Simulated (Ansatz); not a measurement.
## TiB2, response to strain

The parent structure is TiB2 (space group P6/mmm, No. 191; relaxed with 0.1 eV smearing).

```xyz
3
Lattice="3.0324 0.0000 0.0000 -1.5162 2.6261 0.0000 0.0000 0.0000 3.2238" Properties=species:S:1:pos:R:3 pbc="T T T"
Ti     0.0000     0.0000     0.0000
B      1.5162     0.8754     1.6119
B      0.0000     1.7507     1.6119
```

Cartesian axes are those of the cell as printed.

Strains are applied to the cell and any free atomic positions relax; under biaxial strain the out-of-plane vector relaxes too.

Level of theory: DFT with PBE, PAW potentials and a 420 eV plane-wave cutoff in Ansatz (a quantum-chemistry and plane-wave program), no spin-orbit coupling.

Notes on the quantities. pressure: mean of the normal stresses, compression positive.

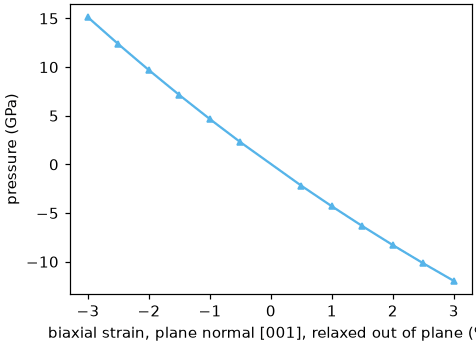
Figure: Pressure against biaxial strain, plane normal [001], relaxed out of plane

| biaxial strain, plane normal [001], relaxed out of plane (%) | pressure |
|---|---|
| -3 | 15.1 GPa |
| -2.5 | 12.3 GPa |
| -2 | 9.7 GPa |
| -1.5 | 7.1 GPa |
| -1 | 4.7 GPa |
| -0.5 | 2.3 GPa |
| 0.5 | -2.2 GPa |
| 1 | -4.3 GPa |
| 1.5 | -6.3 GPa |
| 2 | -8.3 GPa |
| 2.5 | -10.2 GPa |
| 3 | -12.0 GPa |

No phonon test of stability was made. The final runs are not spin-polarised.
